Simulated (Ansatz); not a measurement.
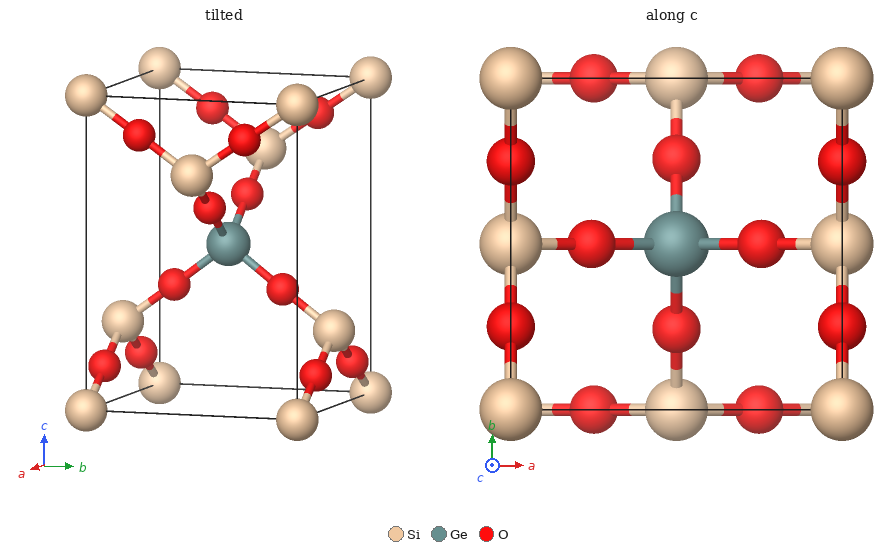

Shown here is a ball-and-stick view of the crystal, taken slightly off an axis and along the c axis. The frame is the conventional unit cell; atoms at its boundary are shown with their periodic copies.

Si3GeO8, space group P-4m2 (No. 115), a = 5.361 Å, b = 5.361 Å, c = 7.618 Å, α = 90.00°, β = 90.00°, γ = 90.00°. Starting structure: a structure type filled with these elements by a generator (whether the compound takes this form wasn't checked). Earlier steps of the study, as a rule a relaxation of our own, may have changed the cell and positions, so they can lie some per cent off the listed ones. A calculation with Ansatz used it as input.

This one geometry was computed with Ansatz (DFT, plane waves, PAW) at three levels of theory: PBE, r2SCAN and PBEsol.

Q: Which level gives the highest pressure at this volume, and what does that say about its equilibrium volume?

A: Highest: PBE (0.0 GPa), which points to the largest equilibrium volume. Lowest, with the smallest volume: r2SCAN (-3.7 GPa). Levels within 0.5 GPa of each other can't be told apart.

Q: How does the band gap change with the level of theory?

A: PBE: a gap of 4.61 eV, indirect; PBEsol: a gap of 4.61 eV, indirect; r2SCAN: a gap of 5.33 eV, indirect.

Q: Collect the results in a table.

A:
| level | cutoff (eV) | k-mesh of the run's cell | gap (eV) | pressure (GPa) |
| --- | --- | --- | --- | --- |
| PBE | 420 | 4×4×4 | 4.61 | 0.0 |
| r2SCAN | 500 | 4×4×4 | 5.33 | -3.7 |
| PBEsol | 420 | 4×4×4 | 4.61 | -2.0 |

Gaps are taken on the k-mesh or band path of each run.
